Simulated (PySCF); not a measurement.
**Core-level calculation, with input and output: GeB₂H₄F₂**

GeB₂H₄F₂, SMILES [BH2][GeH2][B](F)F, computed with delta-SCF UKS SCAN, pcX-2 on the ionised atom, pcseg-1 elsewhere, spin-free X2C (PySCF 2.14.0).

It belongs to a series of runs on one base structure; here: H on Ge replaced by BH2. Figures and captions count atoms from 1; the log counts them from 0 in places.

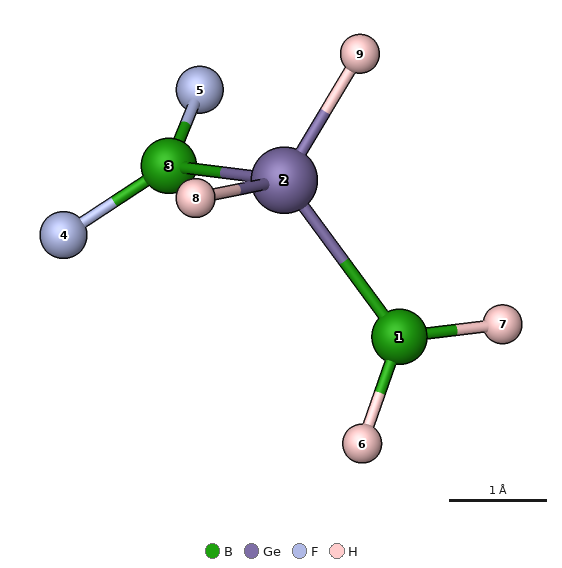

Fig. 1: The structure (ball-and-stick view, seen at a tilt; atoms are numbered from 1 in the order of the input). Sticks mark near contacts. Bond lengths as drawn: B–F 1.32 Å, B–Ge 2.05 to 2.08 Å, B–H 1.21 Å and Ge–H 1.54 Å.

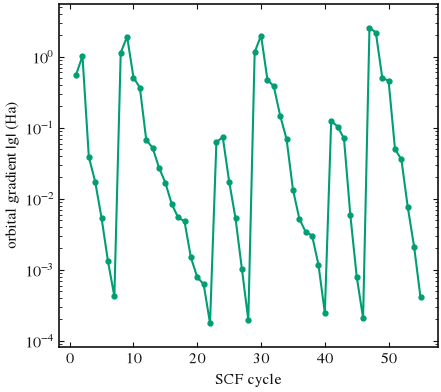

Fig. 2: Convergence of the self-consistent field: orbital gradient |g| against the SCF cycle. All cycles printed in the log are drawn one after another.

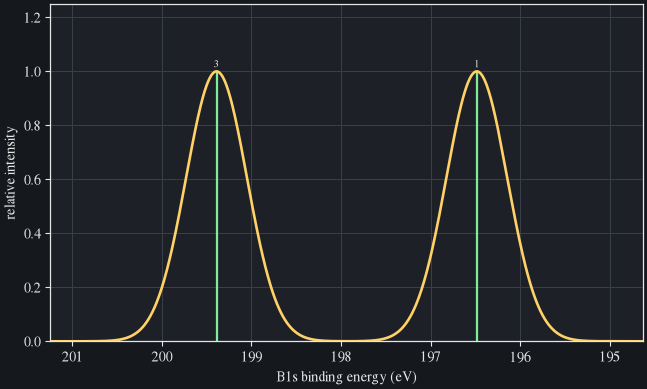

Fig. 3: B1s binding energies by ΔSCF of the atoms computed, labelled by atom number, with a Gaussian envelope of 0.8 eV full width. They run from 196.48 eV (atom 1) to 199.39 eV (atom 3).

These pictures come from the run below.

Input file:
```
{"job": {"kind": "xps"}, "charge": 0, "multiplicity": 1}
B      1.569805    -0.657731     0.071523
Ge     0.091654     0.705380    -0.330643
B     -1.685998    -0.314068     0.018216
F     -2.187981    -0.431901     1.231149
F     -2.342133    -0.905921    -0.959109
H      1.966666    -0.811929     1.200641
H      2.004640    -1.367554    -0.802413
H      0.129579     1.923513     0.611314
H      0.089878     1.190312    -1.791742
```

The first line tells a small driver script what to run in PySCF; the rest is the geometry in Å.

Command:
```bash
OMP_NUM_THREADS=1 python <driver script> task.json out
```

Log:
```
ground state, core basis on atom 0 (B), 134 functions
  cycle   1  E = -2345.84365038  |g| = 5.59e-01
  cycle   2  E = -2345.72925219  |g| = 1.02e+00
  cycle   3  E = -2345.89614686  |g| = 3.88e-02
  cycle   4  E = -2345.89644540  |g| = 1.73e-02
  cycle   5  E = -2345.89654041  |g| = 5.33e-03
  cycle   6  E = -2345.89655069  |g| = 1.32e-03
  cycle   7  E = -2345.89655552  |g| = 4.24e-04
  E(ground) = -2346.02048341 Eh
hole in B 1s of atom 0
  cycle   1  E = -2338.24656711  |g| = 1.14e+00
  cycle   2  E = -2336.34156829  |g| = 1.92e+00
  cycle   3  E = -2338.47606654  |g| = 5.10e-01
  cycle   4  E = -2338.58181459  |g| = 3.68e-01
  cycle   5  E = -2338.67038796  |g| = 6.75e-02
  cycle   6  E = -2338.67310843  |g| = 5.22e-02
  cycle   7  E = -2338.67493742  |g| = 2.75e-02
  cycle   8  E = -2338.67529061  |g| = 1.68e-02
  cycle   9  E = -2338.67554984  |g| = 8.42e-03
  cycle  10  E = -2338.67562530  |g| = 5.46e-03
  cycle  11  E = -2338.67564255  |g| = 4.82e-03
  cycle  12  E = -2338.67566539  |g| = 1.49e-03
  cycle  13  E = -2338.67566956  |g| = 7.87e-04
  cycle  14  E = -2338.67567226  |g| = 6.26e-04
  cycle  15  E = -2338.67567321  |g| = 1.77e-04
  E(ion) = -2338.79986701 Eh   <S^2> = 1.0075   hole on atom = 1.000   binding energy = 196.483 eV
ground state, core basis on atom 2 (B), 134 functions
  cycle   1  E = -2345.90733851  |g| = 6.29e-02
  cycle   2  E = -2345.90665290  |g| = 7.37e-02
  cycle   3  E = -2345.90780230  |g| = 1.75e-02
  cycle   4  E = -2345.90785466  |g| = 5.29e-03
  cycle   5  E = -2345.90785599  |g| = 1.02e-03
  cycle   6  E = -2345.90785958  |g| = 1.98e-04
  E(ground) = -2346.03189870 Eh
hole in B 1s of atom 2
  cycle   1  E = -2338.17876885  |g| = 1.16e+00
  cycle   2  E = -2336.16628503  |g| = 1.99e+00
  cycle   3  E = -2338.38644088  |g| = 4.77e-01
  cycle   4  E = -2338.45876165  |g| = 3.82e-01
  cycle   5  E = -2338.56531676  |g| = 1.48e-01
  cycle   6  E = -2338.57596673  |g| = 6.92e-02
  cycle   7  E = -2338.57774467  |g| = 1.35e-02
  cycle   8  E = -2338.57788963  |g| = 5.26e-03
  cycle   9  E = -2338.57791753  |g| = 3.40e-03
  cycle  10  E = -2338.57792448  |g| = 3.04e-03
  cycle  11  E = -2338.57792785  |g| = 1.18e-03
  cycle  12  E = -2338.57793026  |g| = 2.47e-04
  E(ion) = -2338.70445760 Eh   <S^2> = 0.8110   hole on atom = 1.000   binding energy = 199.390 eV
ground state, core basis on atom 3 (F), 134 functions
  cycle   1  E = -2345.95047514  |g| = 1.25e-01
  cycle   2  E = -2345.94940534  |g| = 1.04e-01
  cycle   3  E = -2345.95017712  |g| = 7.07e-02
  cycle   4  E = -2345.95085228  |g| = 5.88e-03
  cycle   5  E = -2345.95085873  |g| = 7.99e-04
  cycle   6  E = -2345.95085947  |g| = 2.09e-04
  E(ground) = -2346.07518349 Eh
hole in F 1s of atom 3
  cycle   1  E = -2319.56532413  |g| = 2.58e+00
  cycle   2  E = -2319.28818671  |g| = 2.19e+00
  cycle   3  E = -2320.30446060  |g| = 5.08e-01
  cycle   4  E = -2320.33620277  |g| = 4.57e-01
  cycle   5  E = -2320.45273266  |g| = 5.02e-02
  cycle   6  E = -2320.45301788  |g| = 3.58e-02
  cycle   7  E = -2320.45364018  |g| = 7.68e-03
  cycle   8  E = -2320.45367801  |g| = 2.11e-03
  cycle   9  E = -2320.45368157  |g| = 4.08e-04
  E(ion) = -2320.58603691 Eh   <S^2> = 0.7566   hole on atom = 1.000   binding energy = 693.595 eV
```

Summary:

```csv
quantity,value
outcome,converged
hardware,"1 CPU thread, shared host"
wall time,11 s
peak memory,0.45 GiB
```

Notes:

The core-hole state is spin-contaminated.
